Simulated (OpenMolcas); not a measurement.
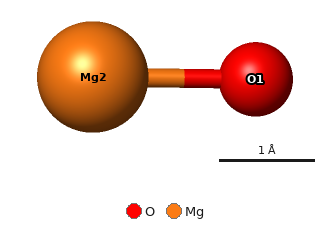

The structure (ball-and-stick view, seen on its broad side; atoms are numbered from 1 in the order of the input). Sticks mark near contacts.

**Single-point calculation, with input and output: MgO**

The run: single-point calculation of MgO (magnesium oxide). Method and program: HF/STO-3G, UHF (OpenMolcas 26.06).

The geometry comes from this level: PBE0-D4/def2-TZVP.

**The input**
```
&GATEWAY
 BasLib=$CurrDir
 Coord
 2
 angstrom
 O        0.000000       0.000000      -0.045320
 Mg       0.000000       0.000000       1.687290
 Basis=STO-3G
 Group=NoSym

&SEWARD

&SCF
 UHF
 Scramble=0.25
 PrOrbitals=1 1
```

Launch command:
```bash
export MOLCAS_MEM=1860
pymolcas step1.input > step1.log
```

**The program's output**
```
--- Start Module: gateway ---

                                              &GATEWAY

                       available to each process: 1.9 GB of memory, 1 thread

 Basis Set     1 Label: O.STO-3G
 Basis set is read from library:.
 basistype.tbl is not found

 Basis Set     2 Label: MG.STO-3G
 Basis set is read from library:.
 basistype.tbl is not found

++    Symmetry information:
      ---------------------

                    Character Table for C1

                             E
                    a        1  x, y, xy, Rz, z, xz, Ry, yz, Rx, I
--

++    Basis set information:
      ----------------------

      Basis set label: O.STO-3G.........

      Electronic valence basis set:
      ------------------
      Associated Effective Charge   8.000000 au
      Associated Actual Charge      8.000000 au
      Nuclear Model: Point charge

      Shell  nPrim  nBasis  Cartesian Spherical Contaminant
         s       6       2        X
         p       3       1        X

      Basis set label: MG.STO-3G.........

      Electronic valence basis set:
      ------------------
      Associated Effective Charge  12.000000 au
      Associated Actual Charge     12.000000 au
      Nuclear Model: Point charge

      Shell  nPrim  nBasis  Cartesian Spherical Contaminant
         s       9       3        X
         p       6       2        X
--

++    Molecular structure info:
      -------------------------

                    ************************************************
                    **** Cartesian Coordinates / bohr, angstrom ****
                    ************************************************

     Center  Label                x              y              z                     x              y              z
        1      O1               0.000000       0.000000      -0.085642              0.000000       0.000000      -0.045320
        2      MG2              0.000000       0.000000       3.188516              0.000000       0.000000       1.687290
--

            Nuclear Potential Energy             29.32051195 au

--- Stop Module: gateway /rc=_RC_ALL_IS_WELL_ ---

--- Start Module: seward ---

                                              &SEWARD

                       available to each process: 1.9 GB of memory, 1 thread

               SEWARD will generate:
                  Multipole Moment integrals up to order  2
                  Kinetic Energy integrals
                  Nuclear Attraction integrals (point charge)
                  One-Electron Hamiltonian integrals
                  Velocity integrals
                  Orbital angular momentum around (  0.0000   0.0000   1.8786 )
                  Velocity quadrupole around (  0.0000   0.0000   1.8786 )
                  Two-Electron Repulsion integrals

                   Integrals are discarded if absolute value <: 1.00E-14
                   Integral cutoff threshold is set to       <: 1.00E-16

            Nuclear Potential Energy             29.32051195 au

      Basis set specifications :
      Symmetry species         a
      Basis functions           14

--- Stop Module: seward /rc=_RC_ALL_IS_WELL_ ---

--- Start Module: scf ---

                                                &SCF

                       available to each process: 1.9 GB of memory, 1 thread

++    Input section:
      --------------

      Header of the integral files:

      Cartesian coordinates in angstrom:
      -----------------------------------------------------
      No.  Label        X            Y            Z
      -----------------------------------------------------
       1   O1         0.00000000   0.00000000  -0.04532000
       2   MG2        0.00000000   0.00000000   1.68729000
      -----------------------------------------------------
      Nuclear repulsion energy =   29.32051195
--

++    Orbital specifications:
      -----------------------

      Symmetry species               1
                                     a
      Frozen orbitals                0
      Occupied orbitals alpha       10
      Occupied orbitals beta        10
      Secondary orbitals alpha       4
      Secondary orbitals beta        4
      Deleted orbitals               0
      Total number of orbitals      14
      Number of basis functions     14
--

      Molecular charge                           0.000

++    Optimization specifications:
      ----------------------------

      SCF Algorithm: Conventional USCF
      D(i)-D(i-1) density differences are used
      Number of density matrices in core                 5
      Maximum number of NDDO SCF iterations            400
      Maximum number of HF SCF iterations              400
      Threshold for SCF energy change             1.00E-09
      Threshold for density matrix                1.00E-04
      Threshold for Fock matrix                   1.50E-04
      Threshold for linear dependence             1.00E-09
      Threshold at which DIIS is turned on        1.50E-01
      Maximum depth in the DIIS procedure                5
      Maximum depth in the BFGS Hessian update          30
      Threshold at which QNR/C2DIIS is turned on  7.50E-02
      Threshold for Norm(delta) (QNR/C2DIIS)      1.00E-03
      All orbitals punched on: UHFORB
--

      Input vectors read from INPORB
      Orbital file label: *Guess orbitals
      Start orbitals are scrambled in order to introduce symmetry breaking

++ Convergence information
                               UHF SCF        iterations: Energy and convergence statistics

Iter     Tot. SCF        One-elec.       Two-elec.     Energy      Max Dij or  Max Fij      DNorm      TNorm      AccCon     Time
         Energy          Energy          Energy        Change      Delta Norm                                                in Sec.
   1  -270.118956965  -444.637534245   145.198065328   0.00E+00    6.08E-01*   1.81E-01*    6.65E+00   5.27E+01   None         0.
   2  -267.956403632  -436.196807608   138.919892024   2.16E+00*   6.19E-01*   4.07E-01*    5.96E+00   5.25E+01   EDIIS        0.
   3  -269.860583027  -438.737914687   139.556819708  -1.90E+00*   1.79E-01*   1.51E-01*    4.25E+00   5.25E+01   EDIIS        0.
   4  -270.711595900  -441.674506999   141.642399148  -8.51E-01*   2.18E-01*   5.24E-02*    1.52E+00   5.24E+01   EDIIS        0.
   5  -270.735458683  -441.157631653   141.101661019  -2.39E-02*   2.52E-01*   5.28E-02*    6.70E-01   5.24E+01   EDIIS        0.
   6  -270.755875293  -441.410248259   141.333861015  -2.04E-02*   2.78E-01*   5.71E-02*    5.73E-01   5.24E+01   EDIIS        0.
   7  -270.779895077  -441.117243095   141.016836067  -2.40E-02*   2.29E-01*   5.55E-02*    6.07E-01   5.24E+01   EDIIS        0.
   8  -270.805361559  -441.188639996   141.062766485  -2.55E-02*   2.17E-01*   5.29E-02*    5.35E-01   5.24E+01   EDIIS        0.
   9  -270.825775550  -441.164227348   141.017939847  -2.04E-02*   1.49E-01*   3.66E-02*    4.94E-01   5.24E+01   EDIIS        0.
  10  -270.837811657  -441.182784584   141.024460975  -1.20E-02*   6.76E-02*   9.56E-02*    3.72E-01   5.24E+01   c2DIIS       0.
  11  -270.847643040  -441.250893203   141.082738212  -9.83E-03*   6.44E-02*   1.63E-02*    3.12E-01   5.24E+01   QNRc2DIIS    0.
  12  -270.848956832  -441.240317571   141.070848787  -1.31E-03*   1.71E-01*   1.17E-02*    1.02E-01   5.24E+01   QNRc2DIIS    0.
  13  -270.850856009  -441.240636379   141.069268419  -1.90E-03*   1.28E-01*   1.05E-02*    2.48E-01   5.24E+01   QNRc2DIIS    0.
  14  -270.851883605  -441.239319153   141.066923597  -1.03E-03*   2.47E-01*   1.25E-02*    1.72E-01   5.24E+01   QNRc2DIIS    0.
  15  -270.852477819  -441.231112771   141.058123001  -5.94E-04*   6.58E-02*   1.64E-02*    3.40E-01   5.24E+01   QNRc2DIIS    0.
  16  -270.853783027  -441.233820099   141.059525120  -1.31E-03*   7.31E-01*   1.36E-02*    9.49E-02   5.24E+01   QNRc2DIIS    0.
  17  -270.857102478  -441.250475643   141.072861213  -3.32E-03*   2.59E-01*   7.60E-03*    1.02E+00   5.24E+01   QNRc2DIIS    0.
  18  -270.857624207  -441.256340253   141.078204094  -5.22E-04*   7.75E-02*   1.61E-03*    3.66E-01   5.24E+01   QNRc2DIIS    0.
  19  -270.857655987  -441.252025217   141.073857279  -3.18E-05*   1.71E-02*   1.03E-03*    1.10E-01   5.24E+01   QNRc2DIIS    0.
  20  -270.857664572  -441.252926982   141.074750458  -8.59E-06*   2.22E-03*   1.64E-04*    2.53E-02   5.24E+01   QNRc2DIIS    0.
  21  -270.857665053  -441.252030472   141.073853468  -4.81E-07*   1.17E-03*   1.05E-04     3.69E-03   5.24E+01   QNRc2DIIS    0.
  22  -270.857665166  -441.251866766   141.073689649  -1.13E-07*   2.72E-04    1.90E-05     2.04E-03   5.24E+01   QNRc2DIIS    0.
  23  -270.857665171  -441.251839972   141.073662850  -5.17E-09*   7.52E-05    6.83E-06     4.34E-04   5.24E+01   QNRc2DIIS    0.
  24  -270.857665172  -441.251845982   141.073668859  -6.60E-10    2.00E-05    2.13E-06     1.34E-04   5.24E+01   QNRc2DIIS    0.

       Convergence after  24 Iterations
--

 *****************************************************************************************************************************
 *                                             SCF/KS-DFT Program, Final results                                             *
 *                                                       Final Results                                                       *
 *****************************************************************************************************************************

::    Total SCF energy                               -270.8576651717
      One-electron energy                            -441.2518459818
      Two-electron energy                             141.0736688586
      Nuclear repulsion energy                         29.3205119515
      Kinetic energy (interpolated)                   268.3112933961
      Virial theorem                                    1.0094903638
      Total spin, S(S+1)                                1.0029790203
      Total spin, S                                     0.6193654543
      Max non-diagonal density matrix element           0.0000080508
      Max non-diagonal Fock matrix element              0.0000031912

      All orbitals with orbital energies smaller than  E(LUMO)+0.5 are printed

++    Molecular orbitals:
      -------------------

      Title: UHF orbitals (alpha)

      Molecular orbitals for symmetry species 1: a

          Orbital            1         2         3         4         5         6         7         8         9        10
          Energy          -48.4209  -19.9625   -3.5480   -1.9895   -1.9880   -1.9822   -1.0436   -0.3257   -0.2337   -0.2335
          Occ. No.          1.0000    1.0000    1.0000    1.0000    1.0000    1.0000    1.0000    1.0000    1.0000    1.0000

          Orbital           11        12        13
          Energy            0.3617    0.5883    0.5951
          Occ. No.          0.0000    0.0000    0.0000

--

      All orbitals with orbital energies smaller than  E(LUMO)+0.5 are printed

++    Molecular orbitals:
      -------------------

      Title: UHF orbitals (beta)

      Molecular orbitals for symmetry species 1: a

          Orbital            1         2         3         4         5         6         7         8         9        10
          Energy          -48.4381  -19.9389   -3.5832   -2.0163   -2.0019   -1.9996   -0.8894   -0.2472   -0.1835   -0.0790
          Occ. No.          1.0000    1.0000    1.0000    1.0000    1.0000    1.0000    1.0000    1.0000    1.0000    1.0000

          Orbital           11        12        13        14
          Energy            0.4348    0.5248    0.6284    0.8252
          Occ. No.          0.0000    0.0000    0.0000    0.0000

--

++    Molecular charges:
      ------------------

      Mulliken charges per centre and basis function type
      ---------------------------------------------------

                            O1                      MG2
                     alpha        beta       alpha        beta
      1s           1.9793      1.9694      2.1742      2.8691
      2px          0.9765      0.3039      1.0235      1.0147
      2pz          0.7778      0.8640      1.0688      1.2975
      2py          0.9735      0.6501      1.0265      1.0313
      Total        4.7070      3.7874      5.2930      6.2126
      Total              8.4944                 11.5056

      Charge           -0.4944                  0.4944

      Total electronic charge=   20.000000

      Total            charge=   -0.000000
--

++    Molecular orbitals:
      -------------------

      Title: Natural orbitals

      Molecular orbitals for symmetry species 1: a

          Orbital            1         2         3         4         5         6         7         8         9        10
          Energy          -48.4294  -19.9480   -3.5602   -1.9675   -1.9921   -0.7855   -1.9941   -0.4326   -0.2355    0.1207
          Occ. No.          2.0000    2.0000    2.0000    2.0000    2.0000    2.0000    2.0000    1.9995    1.9991    1.0001

          Orbital           11        12        13        14
          Energy            0.1208    0.5596    0.8451    0.5622
          Occ. No.          0.9999    0.0009    0.0005    0.0000

--

++    Molecular properties:
      ---------------------

      Charge (e):
                      =   -0.0000
      Dipole Moment (debye):
      Origin of the operator (angstrom)=    0.0000    0.0000    0.9941
                   X=  3.4951E-05               Y= -9.5070E-06               Z=  3.5499E+00           Total=  3.5499E+00
      Quadrupole Moment (debye*angstrom):
      Origin of the operator (angstrom)=    0.0000    0.0000    0.9941
                  XX= -9.6437E+00              XY= -4.2015E-01              XZ=  3.0517E-05              YY= -9.9709E+00
                  YZ= -9.5974E-06              ZZ= -1.4279E+01
      In traceless form (debye*angstrom)
                  XX=  2.4813E+00              XY= -6.3022E-01              XZ=  4.5776E-05              YY=  1.9904E+00
                  YZ= -1.4396E-05              ZZ= -4.4717E+00
--

--- Stop Module: scf /rc=_RC_ALL_IS_WELL_ ---

.##################.
.# Happy landing! #.
.##################.

    Timing: Wall=1.75 User=1.39 System=0.32
```

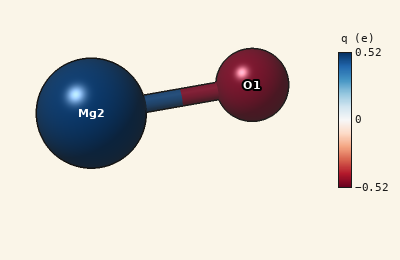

Mulliken charges, as the colour of each atom (ball-and-stick view, seen at an oblique angle; atoms are numbered from 1 in the order of the input). By element: O −0.49 and Mg +0.49 e.

**Results in brief**

```csv
quantity,value
outcome,converged
total energy,−270.857665 hartree
basis functions,14
⟨S²⟩,1.003
HOMO,−2.15 eV
LUMO,9.84 eV
dipole moment,3.55 debye
hardware,"1 thread of Intel Xeon (Sapphire Rapids), 64 GiB of memory available, shared host"
wall time,1.9 s
peak memory,0.37 GiB
```

**Remarks**

The record of the run, not the program, notes: spin contamination. ⟨S²⟩ is 1.00 against 0.00 for a pure state: the solution is spin-contaminated.
